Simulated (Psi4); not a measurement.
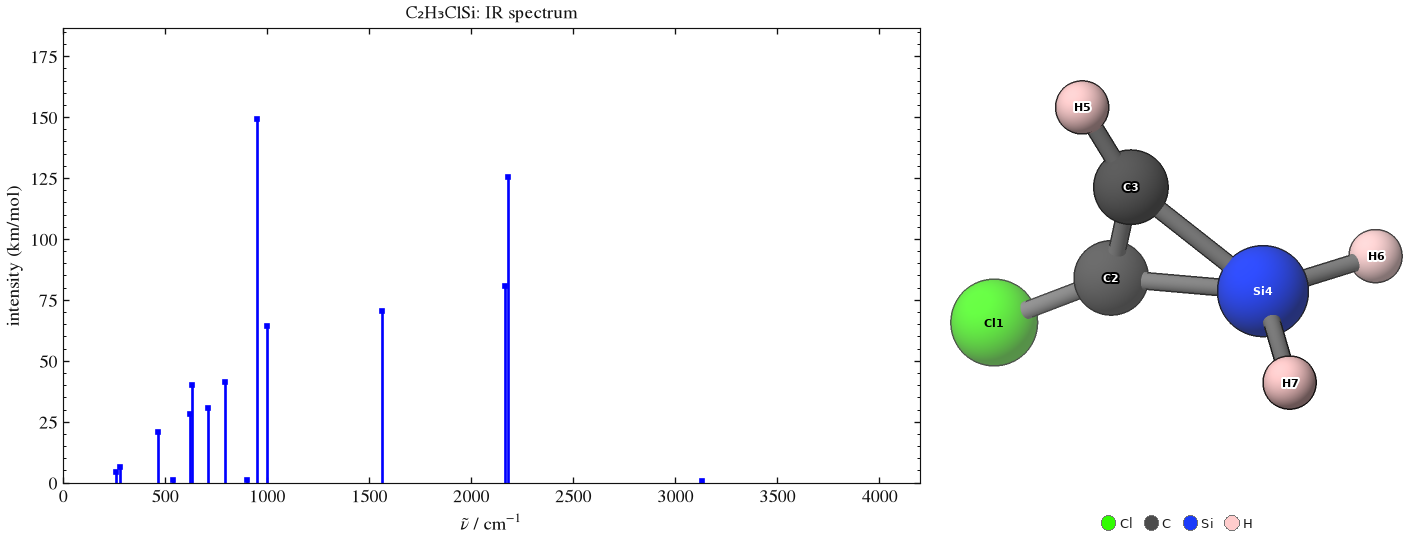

Infrared spectrum of C₂H₃ClSi, SMILES ClC1=C[SiH2]1. Unscaled harmonic wavenumbers and double-harmonic intensities, BP86/def2-SVP, Psi4 1.11, at a geometry relaxed at this level, isolated molecule.

Which lines are the most intense?

950.8 cm⁻¹ (149.2 km/mol), 2181.2 cm⁻¹ (125.5 km/mol) and 2166.7 cm⁻¹ (80.7 km/mol).

Which is the highest mode?

3131.3 cm⁻¹ (0.7 km/mol), a very weak line.

List the modes.

```tsv
cm⁻¹	km/mol
260.4	4.5
281.9	6.5
465.6	20.9
539.6	0.9
621.6	28.3
631.9	40.0
713.6	30.5
792.3	41.2
900.1	1.0
950.8	149.2
998.4	64.5
1564.0	70.5
2166.7	80.7
2181.2	125.5
3131.3	0.7
```

Note: double-zeta basis.
